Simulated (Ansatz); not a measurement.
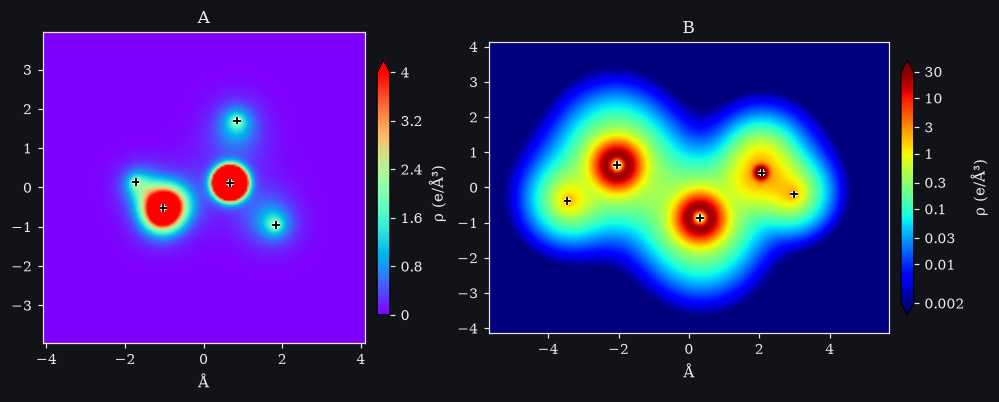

The total electron density of 2 systems, each on a plane through atoms (crosses mark nuclei in the plane).

These are results of RKS PBE-D4/def2-SVP (Ansatz 0.2.0), not measurements.

System 1: AlH₃O···PH₃, the plane of atoms Al1, O2 and H7. Not at a stationary point (largest force 1.6 eV/Å).

```xyz
9

Al    0.3112    1.4183   -0.9932
O     1.1546   -0.1541   -1.3382
H    -1.0990    1.6595   -1.6960
H     1.0791    2.4430   -0.0508
H    -0.0762   -0.7239    0.4883
P    -0.8310   -0.6702    1.6784
H     0.6819   -0.7708   -1.9254
H     0.2393   -1.2653    2.4328
H    -1.4599   -1.9365    1.4039
```

System 2: CH₈Sn₂ (SMILES [CH3][SnH2][SnH3]), the plane of atoms C1, Sn2 and Sn3. Core potentials replace the inner electrons of Sn.

```xyz
11

C    -1.5844    1.2087   -0.4357
Sn    0.0334   -0.1281   -1.0144
Sn    1.4473   -1.0232    1.2323
H    -2.1212    1.5502   -1.3414
H    -2.2906    0.6762    0.2291
H    -1.1721    2.0860    0.0976
H    -0.6283   -1.4812   -1.8756
H     1.1046    0.7106   -2.0912
H     2.7419   -2.0854    0.7950
H     0.4059   -1.8795    2.3196
H     2.1289    0.3086    2.1053
```

### Which map belongs to which system?

Panel A is system 1, AlH₃O···PH₃: the plane holds Al, O and H. Al–O (1.82 Å): ρ at the midpoint is about 0.67 e/Å³. Panel B is system 2, CH₈Sn₂: the plane holds C, Sn and H. C–Sn (2.18 Å): ρ is about 0.65 e/Å³ halfway.
